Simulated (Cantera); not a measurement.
Charge: 1 mol BN, 1 mol HCl, 2.4 mol N2, 2.9 mol F2, held at 37.0 mbar.

Cantera equilibrium calculation (NASA polynomials, part measured and part estimated; ideal gas, pure solids and liquids). Candidate condensed phases: B, BN, NH4Cl; 40 gas species. Kinetics and transport are ignored.

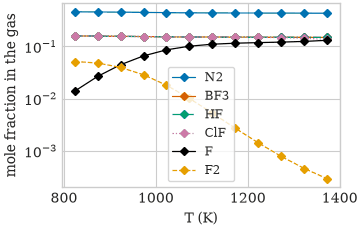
Figure: Equilibrium gas composition (values under 1e-9 drawn at 1e-9)

### Question
Read off the mole fractions at 1123 K.

### Answer
N2 about 0.44, BF3 about 0.15, HF about 0.15, ClF about 0.15, F about 0.11, F2 about 0.0052.
